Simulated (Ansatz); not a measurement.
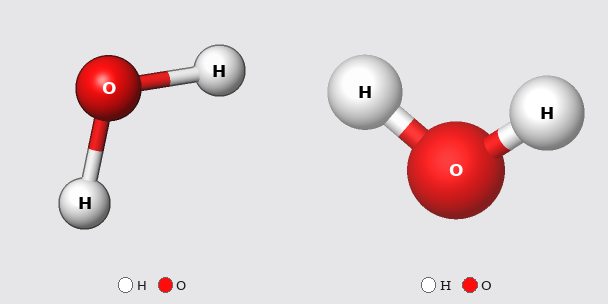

Two views of one molecule.

The geometry was computed by an optimisation with PBE0-D4/def2-TZVP.

Describe the molecule.

The molecule is H₂O. The point group is C2v. Coordination: 1 O bent.

More results for the same structure follow; atom numbers are the same in all pictures, views and colours differ.

## Geometry

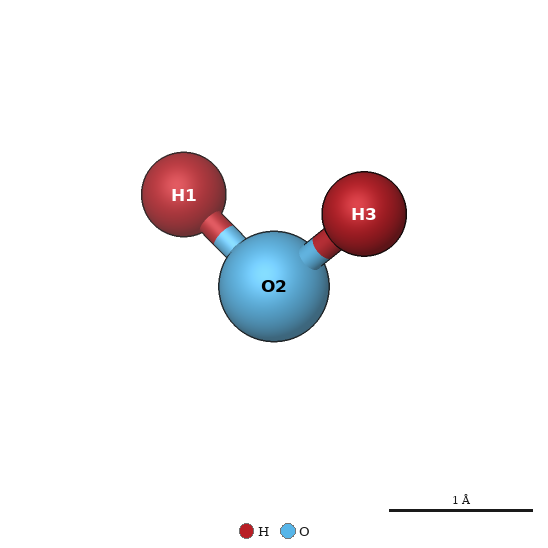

Atoms carry their numbers in the input.

Give the bond lengths.

| bond | length (Å) |
| --- | --- |
| H1–O2 | 0.960 |
| O2–H3 | 0.960 |

## Vibrations

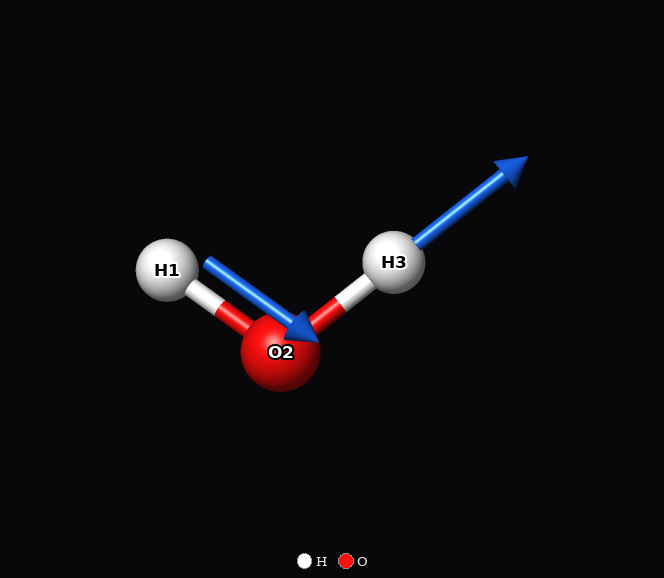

The arrows show one normal mode. Harmonic vibrations computed with RKS PBE0-D4/def2-TZVP (Ansatz 0.2.0) at a stationary point of the same level.

**Describe the motion.**

Mostly out-of-phase stretching of 2 O–H bonds.

**Estimate its harmonic wavenumber.**

3959 cm⁻¹; it is mode 3 of 3 counted from the lowest.

## Charges

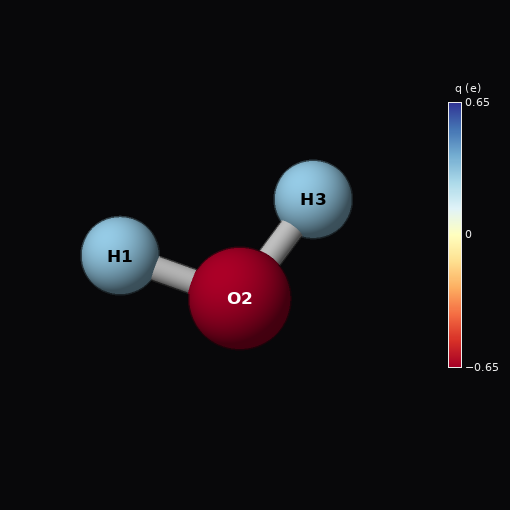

Atoms are coloured by their Mulliken charges. Level of theory: RKS PBE0-D4/def2-TZVP (Ansatz 0.2.0).

List the Mulliken charges.

| atom | value (e) |
| --- | --- |
| H1 | 0.32 |
| O2 | −0.65 |
| H3 | 0.32 |

## Dipole moment

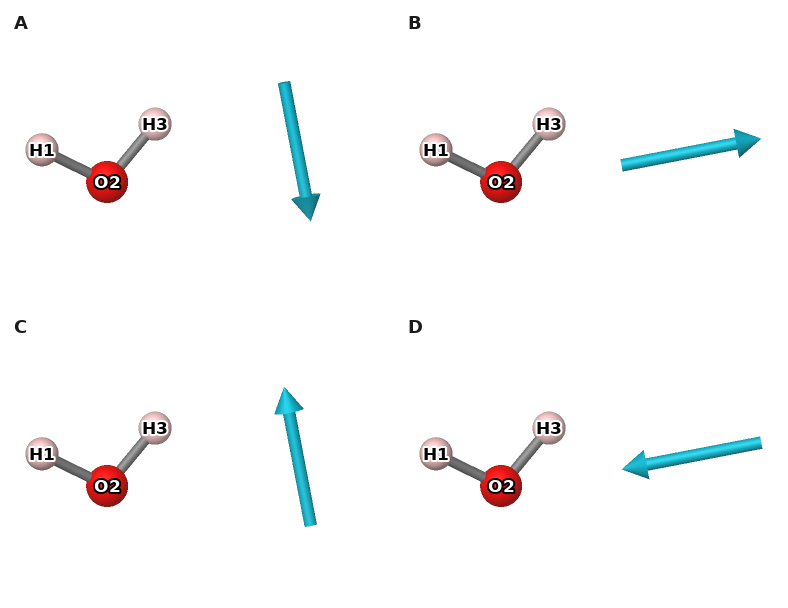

The same molecule four times, each with an arrow. Method: RKS PBE0-D4/def2-TZVP (Ansatz 0.2.0).

**Which arrow points along the dipole moment, from the negative to the positive end?**

C. The dipole moment is 2.07 D; it points from the side of O2 to the side of H1, H3 (the outermost atoms at the two ends).

Mulliken values depend strongly on the basis set and can even reverse the polarity of a bond.
